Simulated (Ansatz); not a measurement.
# Sn2Ge (model cell, started as cuprite): the cell at rest

Aim: bring Sn2Ge (model cell, started as cuprite) to small forces and stress, as phonons need.

Method: DFT LDA, scalar-relativistic, plane waves, PAW, in Ansatz 0.2.0.

The structure was built from a prototype and need not be the compound's stable phase.

### Step 1. The structure

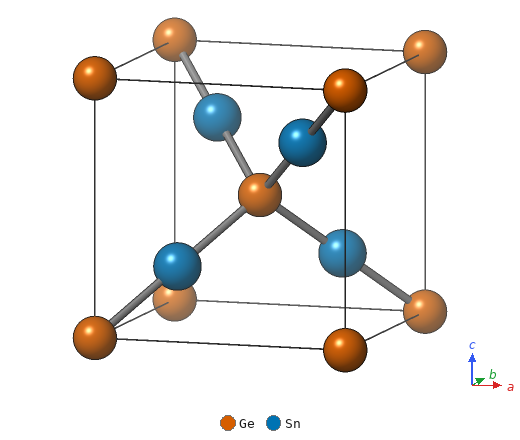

The starting structure, seen slightly off an axis (germanium orange, tin blue). Bonds to atoms that aren't drawn are left out. Some periodic images of atoms are drawn too.

### Step 2. A coarse first look

A quick single point on a coarse mesh tells whether the cell has a gap and how far it is from rest, which sets the k mesh and smearing that follow.

File input.yaml:

```yaml
crystal:
  lattice:
    - [6.30005, 0.0, 0.0]
    - [0.0, 6.30005, 0.0]
    - [0.0, 0.0, 6.30005]
  atoms:
    - { symbol: Ge, position: [0.0, 0.0, 0.0] }
    - { symbol: Ge, position: [0.5, 0.5, 0.5] }
    - { symbol: Sn, position: [0.25, 0.25, 0.25] }
    - { symbol: Sn, position: [0.75, 0.75, 0.25] }
    - { symbol: Sn, position: [0.75, 0.25, 0.75] }
    - { symbol: Sn, position: [0.25, 0.75, 0.75] }
kpoints:
  mp_grid: { grid: [4, 4, 4] }
hamiltonian:
  xc: lda
scf:
  occupations: { method: gaussian, width: 0.1 }
output:
  forces: true
  stress: true
  eigenvalues: true
```

Command:

```bash
$ ansatz run input.yaml --threads 8 --pin off --max-ram 14336MiB --backend cpu --events-out ev --progress --plain --runs-dir out
```

Numbers of over 12 decimals in the logs are rounded to 6 here.

The program printed:

```text
Engine: ansatz 0.2.0, aarch64-unknown-linux-gnu
Pseudopotentials: kind: paw
Pseudopotential: Ge, paw, valence charge 14, recommended cutoff 420 eV (normal), Ge.paw.azcp
Pseudopotential: Sn, paw, valence charge 14, recommended cutoff 420 eV (normal), Sn.paw.azcp
Functional definition: SPW92
  exchange = slater_x
  correlation = pw_c
Crystal: 6 atoms, lattice volume = 250.053 Å³
Basis set: ecut = 420 eV, 4945 PW (Γ)
[...]
k-point 0: bands = [... 38 lower, 1.9067, 2.8811, 2.8811, 5.2614, 5.2614, 5.2614, 5.6591, 5.6591, ... 5 higher]
  k-point 1: bands = [... 38 lower, 2.8701, 3.1012, 3.2510, 4.6569, 4.7540, 4.7540, 5.4967, 5.6595, ... 5 higher]
  k-point 2: bands = [... 38 lower, 3.7363, 3.7363, 3.9053, 3.9053, 4.6640, 4.6640, 4.8160, 4.8160, ... 5 higher]
  k-point 9: bands = [... 38 lower, 1.3432, 4.2649, 4.2649, 4.2649, 6.0539, 6.0539, 6.0788, 6.0788, ... 5 higher]
[key lines of the parts left out:]
SCF converged after 6 iterations
Free energy (F): -31944.031897 eV
Fermi energy:    4.380696 eV
P = ⅓ Tr σ = -3.8228 GPa (-38.228 kbar)
```

It took 1.2 s on 8 threads of Arm Neoverse V2, shared host; peak memory 0.88 GiB; 8.2 s of CPU time.

Numbers from this step:

- pressure: -3.823 GPa
- volume per atom: 41.68 Å³
- gap on the k-mesh: 0 eV

The coarse mesh shows no gap and a pressure of -3.8 GPa.

### Step 3. Relaxation

Harmonic phonons are second derivatives at a point where the forces vanish, and they are wanted at zero stress, so atoms and cell are relaxed first.

Changes to input.yaml since step 2:

```diff
@@ -13,3 +13,3 @@
 kpoints:
-  mp_grid: { grid: [4, 4, 4] }
+  mp_grid: { grid: [6, 6, 6] }
 hamiltonian:
@@ -22 +22,10 @@
   eigenvalues: true
+  write_density: true
+  write_potential: true
+  elf: true
+  volumetric_format: npy
+relax:
+  adjacent_minimum: "off"
+  f_tol: 0.005
+  max_steps: 80
+  cell: { stress_tol: 0.05 }
```

The program printed:

```text
[...]
Crystal: 6 atoms, lattice volume = 250.053 Å³
Basis set: ecut = 420 eV, 4945 PW (Γ)
Bands: 51, of which v1, the nominal top of the filled ones, is band 42 counted from 1 (41 counted from 0)
Symmetry: 48 space group operations
[...]
k-points: 20 of 216
[...]
SCF iter   1: F=—  HF=-31944.100532 eV  |F-HF|=—  |Δ(HF+E_count)|=         —  Δρ=4.70e-3  dr2=2.99e-2  ethr=1.77e-3  ⟨swp⟩=8.4  Hψ=4012  notcnv=0
[...]
SCF iter   6: F=-31944.085295 eV  HF=-31944.085295 eV  |F-HF|=7.36e-8  |Δ(HF+E_count)|=   4.91e-7  Δρ=4.46e-6  dr2=4.98e-8  ethr=1.19e-10  ⟨swp⟩=13.8  Hψ=7854  notcnv=0
SCF 1 converged in 6 iterations: F = -31944.085295 eV  dr2 = 4.98e-8
[...]
relax step   1: F+E_penalty+E_count = -31944.08529470 eV  Δ(F+E_penalty+E_count) = +0.000e0 eV  max|allowed force component| = 0.000e0 eV/Å  Δτ_max = 0.0000 Å  P = -4.111 GPa  Ω = 250.053 Å³  (6 SCF iters, dr2 threshold 1.00e-7 eV, accepted)
Crystal: 6 atoms, lattice volume = 214.933 Å³
Basis set: ecut = 420 eV, 4169 PW (Γ)
[...]
iter 1 solved again at ethr=3.52e-5 eV; its pass at ethr=3.10e-3 eV (dr2=2.96e-2 eV) is discarded
[...]
SCF iter   7: F=-31944.746882 eV  HF=-31944.746882 eV  |F-HF|=7.70e-9  |Δ(HF+E_count)|=   1.42e-6  Δρ=7.87e-6  dr2=2.27e-7  ethr=7.14e-10  ⟨swp⟩=12.4  Hψ=9126  notcnv=0
SCF 2 converged in 7 iterations: F = -31944.746882 eV  dr2 = 2.27e-7
relax step   2: F+E_penalty+E_count = -31944.74688247 eV  Δ(F+E_penalty+E_count) = -6.616e-1 eV  max|allowed force component| = 3.701e-17 eV/Å  Δτ_max = 0.0000 Å  P = -1.577 GPa  Ω = 214.933 Å³  energy of the carried Pulay correction = +3.384e-3 eV  (7 SCF iters, dr2 threshold 6.00e-7 eV, accepted)
Crystal: 6 atoms, lattice volume = 197.699 Å³
Basis set: ecut = 420 eV, 3887 PW (Γ)
[...]
SCF iter   7: F=-31944.797281 eV  HF=-31944.797281 eV  |F-HF|=1.26e-8  |Δ(HF+E_count)|=   1.19e-8  Δρ=4.61e-6  dr2=7.36e-8  ethr=7.14e-10  ⟨swp⟩=12.1  Hψ=7447  notcnv=0
SCF 3 converged in 7 iterations: F = -31944.797281 eV  dr2 = 7.36e-8
relax step   3: F+E_penalty+E_count = -31944.79728111 eV  Δ(F+E_penalty+E_count) = -5.040e-2 eV  max|allowed force component| = 1.214e-17 eV/Å  Δτ_max = 0.0000 Å  P = +0.923 GPa  Ω = 197.699 Å³  energy of the carried Pulay correction = +5.239e-3 eV  (7 SCF iters, dr2 threshold 6.00e-7 eV, accepted)
[...]
relax step   4: F+E_penalty+E_count = -31944.81126434 eV  Δ(F+E_penalty+E_count) = -1.398e-2 eV  max|allowed force component| = 1.272e-17 eV/Å  Δτ_max = 0.0000 Å  P = -0.071 GPa  Ω = 203.391 Å³  energy of the carried Pulay correction = +4.611e-3 eV  (6 SCF iters, dr2 threshold 6.00e-7 eV, accepted)
[...]
relax step   5: F+E_penalty+E_count = -31944.81141017 eV  Δ(F+E_penalty+E_count) = -1.458e-4 eV  max|allowed force component| = 1.156e-17 eV/Å  Δτ_max = 0.0000 Å  P = -0.001 GPa  Ω = 202.956 Å³  energy of the carried Pulay correction = +4.658e-3 eV  (5 SCF iters, dr2 threshold 1.26e-8 eV, accepted)
[...]
SCF iter   7: F=-31944.806625 eV  HF=-31944.806625 eV  |F-HF|=0.00e0  |Δ(HF+E_count)|=  7.28e-11  Δρ=5.49e-8  dr2=7.37e-12  ethr=1.00e-12  ⟨swp⟩=9.0  Hψ=5021  notcnv=0
SCF 6 converged in 7 iterations: F = -31944.806625 eV  dr2 = 7.37e-12
relax step   6: F+E_penalty+E_count = -31944.80662515 eV  Δ(F+E_penalty+E_count) = +4.785e-3 eV  max|allowed force component| = 1.156e-17 eV/Å  Δτ_max = 0.0000 Å  P = -0.003 GPa  Ω = 202.956 Å³  stress off target by 3.24e-3 GPa  SCF on the basis re-selected at this cell (its energy is not comparable with the rows above)  (7 SCF iters)
basis re-selected at this cell: Δ(F+E_penalty+E_count) = +4.785e-3 eV, ΔP = -0.002 GPa vs the last step (what re-selecting the basis moved, of the pressure what is left beyond the Pulay correction that the steps carried, after the strain that the cell walked since its last selection, with what the two solves' SCF thresholds leave and, on support functions, any second-order correction that the steps lacked; it is no measure of the basis error at this ecutwfc). The dense FFT grid was sized anew with the basis: this SCF ran on 40×40×40 points, the steps before it on 45×45×45, so part of this shift can come from that change (see relax.cell in the input reference). [rest of the remark cut]
SCF converged after 7 iterations
Free energy (F): -31944.806625 eV
[...]
Internal energy: -31944.792564 eV  (E = F + TS)
E sigma→0 (E₀):  -31944.799594 eV
Entropy (-TS):   -0.014061 eV (-2.344 meV/atom)
Fermi energy:    6.347270 eV
[...]
--- Stress (GPa, compression-positive) ---
       -0.003238       0.000000       0.000000
        0.000000      -0.003238       0.000000
        0.000000       0.000000      -0.003238
  P = ⅓ Tr σ = -0.0032 GPa (-0.032 kbar)
--- Band table (eV; the first three rows and the last of 20) ---
  k-point 0: bands = [... 38 lower, 3.3819, 4.3243, 4.3243, 7.3691, 7.3691, 7.3691, 7.9311, 7.9311, ... 5 higher]
  k-point 1: bands = [... 38 lower, 4.4444, 4.4587, 4.5971, 6.9364, 6.9381, 6.9381, 7.9382, 8.1686, ... 5 higher]
  k-point 2: bands = [... 38 lower, 4.8002, 5.3134, 5.6409, 6.1296, 6.7030, 6.7030, 7.5206, 7.6514, ... 5 higher]
  k-point 19: bands = [... 38 lower, 4.6429, 6.2130, 6.2130, 6.2130, 8.4142, 8.4142, 8.4808, 8.4808, ... 5 higher]
--- Relaxed structure (5 steps of the walk, 5 accepted, 1 SCFs on fresh bases) ---
  F+E_penalty+E_count = -31944.80662515 eV   max|allowed force component| = 1.156e-17 eV/Å   (the final SCF, on the basis selected at the relaxed cell)
  cell:  # Å, volume = 202.9562 Å³
    - [5.876708, 0, 0]
    - [0, 5.876708, 0.0]
    - [0, 0.0, 5.876708]
  atoms:
    - { symbol: Ge, position: [0, 0, 0] }
    - { symbol: Ge, position: [0.5, 0.5, 0.5] }
    - { symbol: Sn, position: [0.25, 0.25, 0.25] }
    - { symbol: Sn, position: [0.750000, 0.750000, 0.25] }
    - { symbol: Sn, position: [0.750000, 0.25, 0.750000] }
    - { symbol: Sn, position: [0.25, 0.750000, 0.750000] }
```

The job ended after 15 s (8 threads; peak memory 0.97 GiB; 1.9 min of CPU time).

Relaxation path:

```
step  energy less that of the first step (eV)  largest force component (eV/Å)  pressure (GPa)  volume (Å³)
   1                                   0.0000                          0.0000           -4.11       250.05
   2                                  -0.6616                          0.0000           -1.58       214.93
   3                                  -0.7120                          0.0000            0.92       197.70
   4                                  -0.7260                          0.0000           -0.07       203.39
   5                                  -0.7261                          0.0000            0.00       202.96
  6*                                  -0.7213                          0.0000            0.00       202.96
```

Relaxation steps marked * repeat the geometry before them on a plane-wave basis chosen anew for their cell, so energy and pressure can jump there.

Forces are held to the 48 operations that the run works with; a distortion that breaks them can't arise in this run.

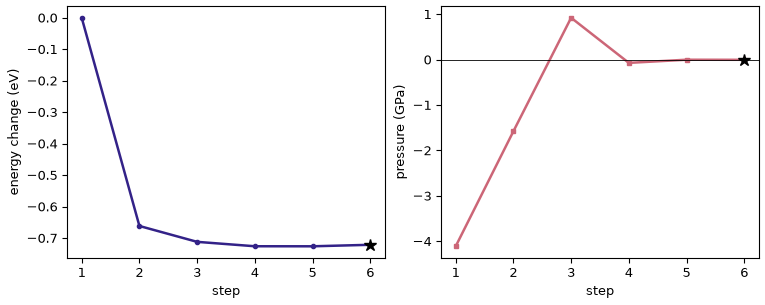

Energy and pressure along the relaxation. Stars mark steps on a basis chosen anew.

```
conventional cell, symmetrised  before  after   change
                         a (Å)   6.300  5.877   -6.7 %
                         b (Å)   6.300  5.877   -6.7 %
                         c (Å)   6.300  5.877   -6.7 %
              volume (Å³/atom)   41.68  33.83  -18.8 %
```

The relaxed structure:

```cif
data_structure
_symmetry_space_group_name_H-M 'P 1'
_symmetry_Int_Tables_number 1
_cell_length_a 5.8767
_cell_length_b 5.8767
_cell_length_c 5.8767
_cell_angle_alpha 90.000
_cell_angle_beta 90.000
_cell_angle_gamma 90.000
_cell_volume 202.96
loop_
_atom_site_label
_atom_site_type_symbol
_atom_site_fract_x
_atom_site_fract_y
_atom_site_fract_z
_atom_site_occupancy
Ge1 Ge 0.00000 0.00000 0.00000 1
Ge2 Ge 0.50000 0.50000 0.50000 1
Sn3 Sn 0.25000 0.25000 0.25000 1
Sn4 Sn 0.75000 0.75000 0.25000 1
Sn5 Sn 0.75000 0.25000 0.75000 1
Sn6 Sn 0.25000 0.75000 0.75000 1
```

Numbers from this step:

| Item | Value |
| --- | --- |
| pressure | -0.003238 GPa |
| volume per atom | 33.83 Å³ |

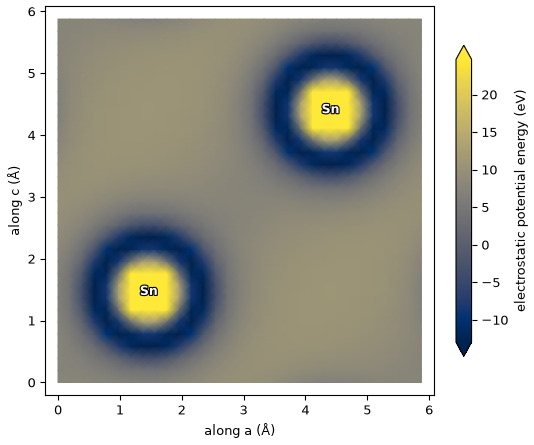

Electrostatic potential energy in the ac plane at fractional y = 0.250, with atoms of Sn within 0.2 Å of it. With pseudopotentials it is smooth inside the atoms' cores, unlike the true potential.

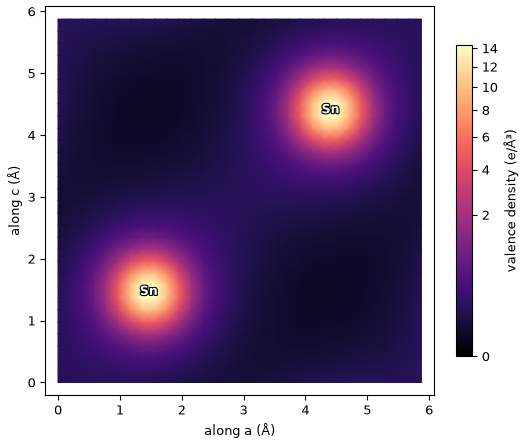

Valence density in the ac plane at fractional y = 0.250, with atoms of Sn within 0.2 Å of it. It is the smooth field of the valence electrons, not physical close to the nuclei. The colour scale is stretched toward low values.

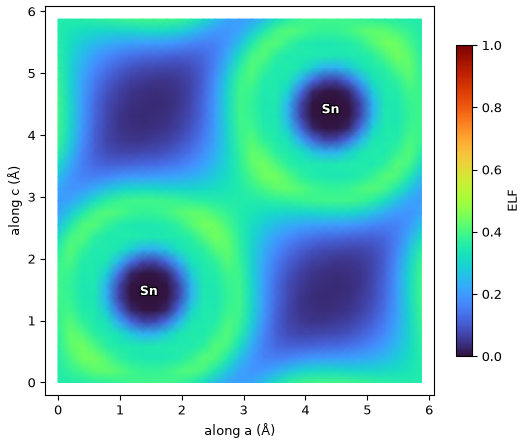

ELF in the ac plane at fractional y = 0.250, with atoms of Sn within 0.2 Å of it. It is the smooth field of the valence electrons, not physical close to the nuclei.

In this step the volume went from 41.68 to 33.83 Å³/atom.

### Step 4. Bringing the structure to rest

The relaxation is repeated from its end on the same settings, as a check that it has come to rest.

input.yaml, the sections that differ from step 3:

```yaml
crystal:
  lattice:
    - [5.876708418, 0.0, 0.0]
    - [0.0, 5.876708418, 0.0]
    - [0.0, 0.0, 5.876708418]
  atoms:
    - { symbol: Ge, position: [0.0, 0.0, 0.0] }
    - { symbol: Ge, position: [0.5, 0.5, 0.5] }
    - { symbol: Sn, position: [0.25, 0.25, 0.25] }
    - { symbol: Sn, position: [0.75, 0.75, 0.25] }
    - { symbol: Sn, position: [0.75, 0.25, 0.75] }
    - { symbol: Sn, position: [0.25, 0.75, 0.75] }
output:
  forces: true
  stress: true
  eigenvalues: true
# kpoints, hamiltonian, scf, relax: as in step 3
```

The program printed:

```text
[...]
Crystal: 6 atoms, lattice volume = 202.956 Å³
Basis set: ecut = 420 eV, 3911 PW (Γ)
Bands: 51, of which v1, the nominal top of the filled ones, is band 42 counted from 1 (41 counted from 0)
[... 1 set-up line as in the run before ...]
[...]
k-points: 20 of 216
[...]
cell:  # Å, volume = 202.9562 Å³
    - [5.876708418, 0.0, 0.0]
    - [0.0, 5.876708418, 0.0]
    - [0.0, 0.0, 5.876708418]
  atoms:
    - { symbol: Ge, position: [0.0, 0.0, 0.0] }
    - { symbol: Ge, position: [0.5, 0.5, 0.5] }
    - { symbol: Sn, position: [0.25, 0.25, 0.25] }
    - { symbol: Sn, position: [0.75, 0.75, 0.25] }
    - { symbol: Sn, position: [0.75, 0.25, 0.75] }
    - { symbol: Sn, position: [0.25, 0.75, 0.75] }
[key lines of the parts left out:]
SCF converged after 6 iterations
Free energy (F): -31944.806625 eV
Fermi energy:    6.347270 eV
P = ⅓ Tr σ = -0.0032 GPa (-0.032 kbar)
```

Run time: 4.3 s. Hardware: 8 threads; peak memory 0.81 GiB.

Little changed from the start: no atom moved by 0.005 Å and no cell edge by 0.1 %.

This step gave:

* pressure: -0.003239 GPa

In this step the volume went from 33.83 to 33.83 Å³/atom.

### Step 5. Tight relaxation

Phonons need a cell at rest on their own settings, so the relaxation is repeated with tight tolerances on forces and stress on the k mesh and occupations of the first response run.

input.yaml, the sections that differ from step 4:

```yaml
scf:
  occupations: { method: methfessel_paxton, width: 0.2 }
output:
  forces: true
  stress: true
  eigenvalues: true
  write_density: true
  write_potential: true
  elf: true
  volumetric_format: npy
relax:
  adjacent_minimum: "off"
  f_tol: 0.001
  max_steps: 60
  cell: { stress_tol: 0.01 }
# crystal, kpoints, hamiltonian: as in step 4
```

The program printed:

```text
[...]
Crystal: 6 atoms, lattice volume = 202.956 Å³
Basis set: ecut = 420 eV, 3911 PW (Γ)
Bands: 51, of which v1, the nominal top of the filled ones, is band 42 counted from 1 (41 counted from 0)
[... 1 set-up line as in the run before ...]
[...]
k-points: 20 of 216
[...]
cell:  # Å, volume = 202.8331 Å³
    - [5.875519, 0.0, 0.0]
    - [0, 5.875519, 0.0]
    - [0.0, 0.0, 5.875519]
  atoms:
    - { symbol: Ge, position: [0, 0, 0] }
    - { symbol: Ge, position: [0.500000, 0.500000, 0.500000] }
    - { symbol: Sn, position: [0.250000, 0.250000, 0.250000] }
    - { symbol: Sn, position: [0.750000, 0.750000, 0.250000] }
    - { symbol: Sn, position: [0.750000, 0.250000, 0.750000] }
    - { symbol: Sn, position: [0.250000, 0.750000, 0.750000] }
[key lines of the parts left out:]
SCF converged after 8 iterations
Free energy (F): -31944.796341 eV
Fermi energy:    6.352241 eV
P = ⅓ Tr σ = 0.0004 GPa (0.004 kbar)
```

Wall time 6.5 s (8 threads); peak memory 0.83 GiB.

Little changed from the start: no atom moved by 0.005 Å and no cell edge by 0.1 %.

This step gave:

```
pressure        : 3.76e-4 GPa
volume per atom : 33.81 Å³
```

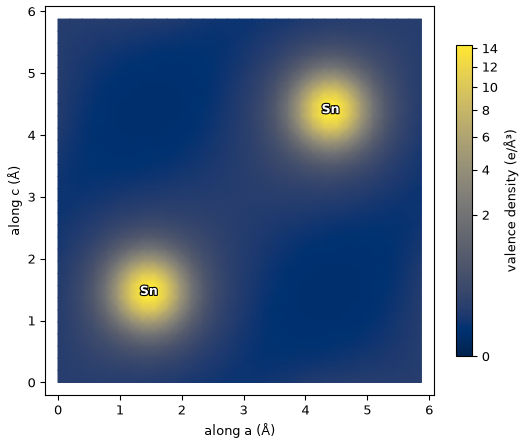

Valence density in the ac plane at fractional y = 0.250, with atoms of Sn within 0.2 Å of it. It is the smooth field of the valence electrons, not physical close to the nuclei. The colour scale is stretched toward low values.

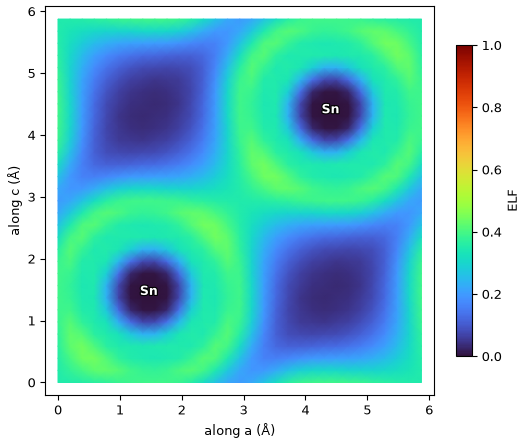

ELF in the ac plane at fractional y = 0.250, with atoms of Sn within 0.2 Å of it. It is the smooth field of the valence electrons, not physical close to the nuclei.

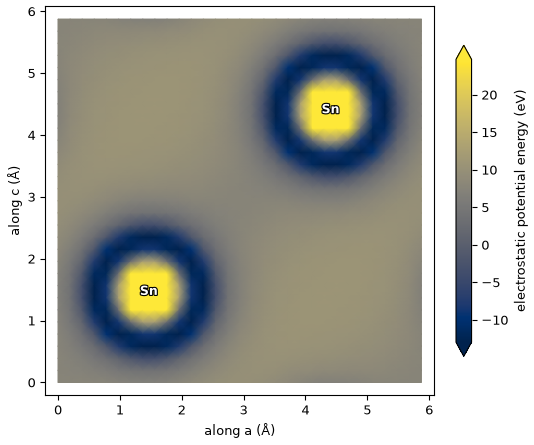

Electrostatic potential energy in the ac plane at fractional y = 0.250, with atoms of Sn within 0.2 Å of it. With pseudopotentials it is smooth inside the atoms' cores, unlike the true potential.

The forces vanish by symmetry and the pressure is 0.000 GPa, within the tolerances set. The cell now holds 33.81 Å³/atom.

### Step 6. Outcome

* space group after relaxation (within 0.01 Å): Pn-3m
* lattice constant a: 5.876 Å
* lattice constant b: 5.876 Å
* lattice constant c: 5.876 Å
* volume per atom: 33.8 Å³

What this shows: The forces vanish by symmetry and the pressure is 0.000 GPa, within the tolerances set. The cell now holds 33.81 Å³/atom. The relaxation keeps the symmetry of its start, so it says nothing on stability against lower symmetry. Spin-orbit coupling is left out, which can matter for the heavy elements here. The starting cell was built on a prototype and not taken from a measurement, so the phase need not exist.

[Logs are printed without paths, hosts, clocks, repeated set-up lines and the standing remarks that a program may print on its own settings, such as how far it seeks lower states.]

[Hosts, paths, dates, database ids (printed as entryN), source tags and the programs' standing remarks are cut or masked in the printed files.]
